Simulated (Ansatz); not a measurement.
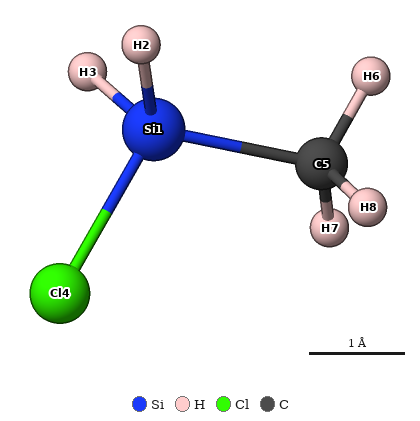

**Figure 1.** The structure as given in the input (ball-and-stick view, seen at a tilt; atoms are numbered from 1 in the order of the input).

**CH$_{5}$ClSi: geometry relaxation**

- system: CH$_{5}$ClSi
- method: RKS PBE0-D4/def2-TZVP (Ansatz 0.2.0)

Figures and captions count atoms from 1; the log counts them from 0 in places.

Input file
```yaml
crystal:
  periodic: [false, false, false]
  atoms:
    - {symbol: Si, position_ang: [-0.491080, -0.377990, -0.714643]}
    - {symbol: H, position_ang: [0.755332, -1.189212, -0.789699]}
    - {symbol: H, position_ang: [-1.510973, -1.135278, 0.048044]}
    - {symbol: Cl, position_ang: [-1.176805, -0.186699, -2.647532]}
    - {symbol: C, position_ang: [-0.162330, 1.294289, 0.014807]}
    - {symbol: H, position_ang: [0.212423, 1.183386, 1.035740]}
    - {symbol: H, position_ang: [-1.078546, 1.887585, 0.042818]}
    - {symbol: H, position_ang: [0.581791, 1.834594, -0.573696]}
basis:
  gaussian: {orbitals: def2-TZVP}
hamiltonian: {xc: pbe0, dispersion: d4}
relax: {f_tol: 0.005, max_steps: 200}
```

Launched with:
```bash
ansatz run in.yaml --threads 4 --pin off --events-out ev --progress --plain --max-ram 9574MiB
```

Log
```
Functional definition: PBE0
  name "PBE0"
  cite "Adamo & Barone, J. Chem. Phys. 110, 6158 (1999) doi:10.1063/1.478522"
  cite "Perdew, Burke & Ernzerhof, Phys. Rev. Lett. 77, 3865 (1996) doi:10.1103/PhysRevLett.77.3865"
  parent pbe
  parameter a = 0.25
  parameter kappa = 0.804
  parameter beta = 0.06672455060314922
  exchange = (1 - a)*pbe_x(kappa = kappa, mu = beta*pi^2/3) + a*exact_x
  correlation = pbe_c(beta = beta)
936 factors; their error is unknown
mean field evaluation 1: about -21507.6950 eV, gradient 4.7e1 eV
mean field evaluation 2: about -21506.0556 eV, gradient 5.0e1 eV
mean field evaluation 4: about -21512.6047 eV, gradient 1.7e0 eV
mean field evaluation 8: about -21512.6107 eV, gradient 9.5e-2 eV
mean field evaluation 16: about -21512.6770 eV, gradient 7.5e-5 eV
mean field -21512.67702843 eV, -790.5762989785 hartree, gradient 7.5e-5 eV, S^2 0.000000; 0 other end points of the search recorded, 0 dependent functions left out
the calculation of the forces begins
reference -21512.67705754 eV, -790.5763000485 hartree; 21, 21 occupied and 114, 114 virtual orbitals, 936 factors
relax step   1: F+E_penalty+E_count = -21512.80035947 eV  Δ(F+E_penalty+E_count) = +0.000e0 eV  max|allowed force component| = 2.049e-1 eV/Å  Δτ_max = 0.0000 Å  (26 SCF iters, accepted)
these checks for a lower state are left out or cut short: starts, cluster_reference, orbital_swaps, neighbouring_geometries, increment
936 factors; their error is unknown
mean field -21512.67854597 eV, -790.5763547473 hartree, gradient 2.3e-5 eV, S^2 0.000000; 0 other end points of the search recorded, 0 dependent functions left out
the calculation of the forces begins
reference -21512.67857512 eV, -790.5763558182 hartree; 21, 21 occupied and 114, 114 virtual orbitals, 936 factors
relax step   2: F+E_penalty+E_count = -21512.80194555 eV  Δ(F+E_penalty+E_count) = -1.586e-3 eV  max|allowed force component| = 3.177e-2 eV/Å  Δτ_max = 0.0143 Å  (28 SCF iters, accepted)
these checks for a lower state are left out or cut short: starts, cluster_reference, orbital_swaps, neighbouring_geometries, increment
936 factors; their error is unknown
mean field -21512.67883416 eV, -790.5763653379 hartree, gradient 2.3e-5 eV, S^2 0.000000; 0 other end points of the search recorded, 0 dependent functions left out
the calculation of the forces begins
reference -21512.67886330 eV, -790.5763664088 hartree; 21, 21 occupied and 114, 114 virtual orbitals, 936 factors
relax step   3: F+E_penalty+E_count = -21512.80220073 eV  Δ(F+E_penalty+E_count) = -2.552e-4 eV  max|allowed force component| = 1.422e-2 eV/Å  Δτ_max = 0.0060 Å  (29 SCF iters, accepted)
these checks for a lower state are left out or cut short: starts, cluster_reference, orbital_swaps, neighbouring_geometries, increment
936 factors; their error is unknown
mean field evaluation 32: about -21512.6123 eV, gradient 2.4e-1 eV
mean field -21512.67885314 eV, -790.5763660355 hartree, gradient 2.0e-5 eV, S^2 0.000000; 0 other end points of the search recorded, 0 dependent functions left out
the calculation of the forces begins
reference -21512.67888228 eV, -790.5763671065 hartree; 21, 21 occupied and 114, 114 virtual orbitals, 936 factors
relax step   4: F+E_penalty+E_count = -21512.80221790 eV  Δ(F+E_penalty+E_count) = -1.717e-5 eV  max|allowed force component| = 1.035e-3 eV/Å  Δτ_max = 0.0023 Å  (21 SCF iters, accepted)
```

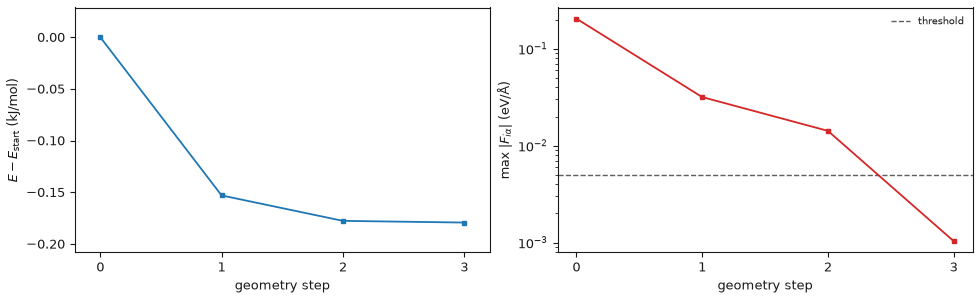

**Figure 2.** Progress of the relaxation, step by step (the first geometry is step 0 here and step 1 in the log). The largest move after the best rigid fit is that of Si1, 0.013 Å. By element the largest moves are Si 0.013 Å, Cl 0.010 Å, H 0.009 Å, C 0.003 Å. Among the contacts that change: Si1–H2 1.489 → 1.483 Å. After 3 geometry steps the energy has fallen by 0.18 kJ/mol. Largest force component: 0.2 eV/Å at the start, 0.001 eV/Å at the end. (Atoms are counted from 1 in the order of the input.)

```
936 factors; their error is unknown
mean field -21512.67885314 eV, -790.5763660355 hartree, gradient 2.0e-5 eV, S^2 0.000000; 1 other end points of the search recorded, 0 dependent functions left out
the calculation of the forces begins
reference -21512.67888228 eV, -790.5763671065 hartree; 21, 21 occupied and 114, 114 virtual orbitals, 936 factors
Total energy: -21512.80224705 eV, -790.5809006779 hartree
Atom 0 at    -0.481518    -0.385433    -0.717831 Å, force     0.000154    -0.000283     0.000227 eV/Å
Atom 1 at     0.760184    -1.193787    -0.786730 Å, force     0.000002    -0.000546     0.000134 eV/Å
Atom 2 at    -1.512814    -1.126905     0.048094 Å, force     0.000122    -0.000473     0.000349 eV/Å
Atom 3 at    -1.183549    -0.179199    -2.645639 Å, force    -0.000306     0.000449    -0.000740 eV/Å
Atom 4 at    -0.163304     1.291311     0.013730 Å, force    -0.000133    -0.000531    -0.000548 eV/Å
Atom 5 at     0.210451     1.188113     1.036278 Å, force     0.000111     0.000144     0.001035 eV/Å
Atom 6 at    -1.080812     1.882545     0.040110 Å, force     0.000059     0.000501    -0.000267 eV/Å
Atom 7 at     0.581174     1.834029    -0.572172 Å, force    -0.000009     0.000739    -0.000191 eV/Å
Dipole moment:     0.128811     0.139882     0.339454 e Å
```

Trajectory as extended XYZ (Å, eV, eV/Å), 4 frames, from step=1 to step=4
```
8
Properties=species:S:1:pos:R:3:forces:R:3 step=1 energy=-21512.80036
Si   -0.4911   -0.3780   -0.7146    0.2049  -0.1731  -0.0610
H     0.7553   -1.1892   -0.7897   -0.0711   0.0568   0.0298
H    -1.5110   -1.1353    0.0480   -0.0452   0.0305   0.0219
Cl   -1.1768   -0.1867   -2.6475   -0.0472   0.0310  -0.0253
C    -0.1623    1.2943    0.0148   -0.0602   0.0253  -0.0041
H     0.2124    1.1834    1.0357    0.0057   0.0210   0.0117
H    -1.0785    1.8876    0.0428    0.0094   0.0180   0.0194
H     0.5818    1.8346   -0.5737    0.0037  -0.0097   0.0076
8
Properties=species:S:1:pos:R:3:forces:R:3 step=2 energy=-21512.80195
Si   -0.4795   -0.3851   -0.7189   -0.0146  -0.0221   0.0014
H     0.7648   -1.1935   -0.7805   -0.0318   0.0176  -0.0165
H    -1.5133   -1.1241    0.0456    0.0037  -0.0128   0.0048
Cl   -1.1871   -0.1771   -2.6449    0.0190  -0.0085  -0.0001
C    -0.1644    1.2906    0.0128    0.0085   0.0146   0.0009
H     0.2106    1.1842    1.0344    0.0061   0.0097   0.0071
H    -1.0810    1.8834    0.0413    0.0015  -0.0100  -0.0031
H     0.5798    1.8324   -0.5740    0.0075   0.0116   0.0053
8
Properties=species:S:1:pos:R:3:forces:R:3 step=3 energy=-21512.80220
Si   -0.4819   -0.3848   -0.7179    0.0021  -0.0142  -0.0042
H     0.7609   -1.1925   -0.7849   -0.0070   0.0027  -0.0024
H    -1.5132   -1.1269    0.0474    0.0000   0.0000   0.0010
Cl   -1.1835   -0.1797   -2.6460    0.0015   0.0000  -0.0002
C    -0.1637    1.2913    0.0135    0.0000   0.0066   0.0015
H     0.2112    1.1862    1.0354    0.0016   0.0044   0.0033
H    -1.0804    1.8837    0.0415   -0.0006  -0.0021  -0.0002
H     0.5805    1.8335   -0.5730    0.0025   0.0026   0.0012
8
Properties=species:S:1:pos:R:3:forces:R:3 step=4 energy=-21512.80222
Si   -0.4815   -0.3854   -0.7178    0.0002  -0.0003   0.0002
H     0.7602   -1.1938   -0.7867    0.0000  -0.0005   0.0001
H    -1.5128   -1.1269    0.0481    0.0001  -0.0005   0.0003
Cl   -1.1835   -0.1792   -2.6456   -0.0003   0.0004  -0.0007
C    -0.1633    1.2913    0.0137   -0.0001  -0.0005  -0.0005
H     0.2105    1.1881    1.0363    0.0001   0.0001   0.0010
H    -1.0808    1.8825    0.0401    0.0001   0.0005  -0.0003
H     0.5812    1.8340   -0.5722    0.0000   0.0007  -0.0002
```

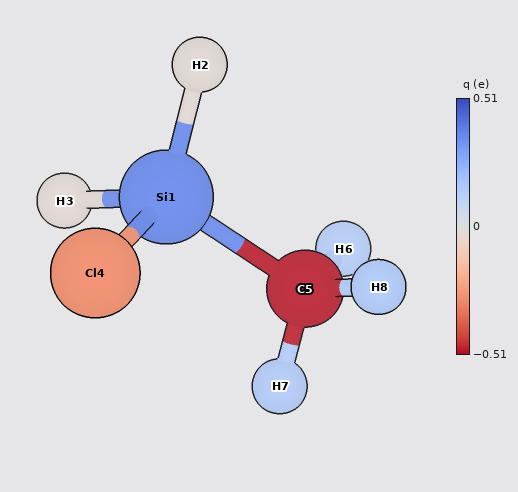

**Figure 3.** Mulliken charges, as the colour of each atom (ball-and-stick view, seen at a tilt; atoms are numbered from 1 in the order of the input). By element: Si +0.36, H −0.02 to +0.15, Cl −0.27 and C −0.49 e.

Summary

| quantity | value |
| --- | --- |
| outcome | converged |
| total energy | −21512.8022 eV |
| mean-field energy | −21512.6789 eV |
| dispersion energy | −0.1234 eV |
| SCF solution under orbital rotations | stable |
| largest force (length of the vector) at the end | 0.001 eV/Å |
| dipole moment | 1.87 D |
| hardware | 4 threads of Arm Neoverse V1, 23 GiB of memory available, shared host |
| wall time | 7 s (CPU time 24 s) |
| peak memory | 0.48 GiB |
